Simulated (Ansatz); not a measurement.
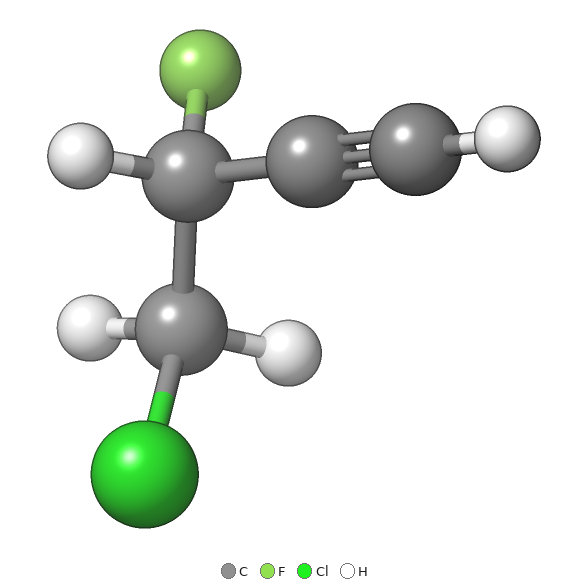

Computed geometry: PBE-D4/def2-SVP optimisation. No frequency run is at hand to confirm it as a minimum.

Draw it as a skeletal formula.

SMILES: C#C[C@@H](F)CCl

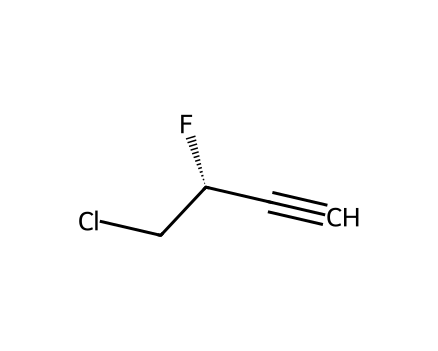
